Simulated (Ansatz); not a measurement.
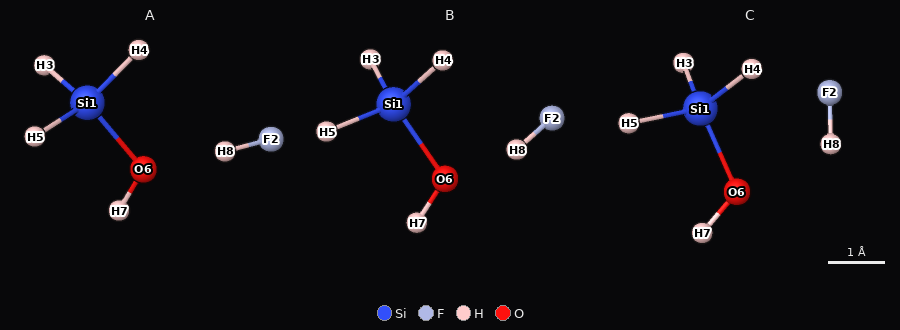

3 geometries from one relaxation of SiH$_{5}$OF, in shuffled order. A ball-and-stick model, seen at a tilt.

The run prepares an end point of a later path (reaction) calculation, from a guessed geometry.

The calculation used RKS PBE-D4/def2-mTZVP (Ansatz 0.2.0). Set-up: no spin polarisation; force threshold 0.03 eV/Å; at most 50 steps.

### Put them in the order of the run, from the start to the converged end.

C, B, A. They are steps 0, 6, 19, at +0.246 eV, +0.027 eV relative to the last. After 16 accepted moves (19 points after the start) the energy has fallen by 0.246 eV. The largest force component goes from 0.54 to 0.024 eV/Å. The line search rejected the trial steps at points 3, 8, 13 of the run. The forces were under the threshold at step 10, but the run went on from there. The largest move after the best rigid fit is that of F2, 1.13 Å. Largest moves by element: F 1.13 Å, H 0.80 Å, O 0.45 Å, Si 0.28 Å. Among the contacts that change: F2–H8 0.934 → 0.961 Å, Si1–O6 1.686 → 1.697 Å, Si1–H5 1.504 → 1.497 Å, Si1–H3 1.492 → 1.497 Å. Bond angles that change, for instance: H4–Si1–O6 108.8° → 104.4°, H5–Si1–O6 106.6° → 109.7°, H4–Si1–H5 109.1° → 111.3°. Groups turn about Si1–O6 by about 40°.
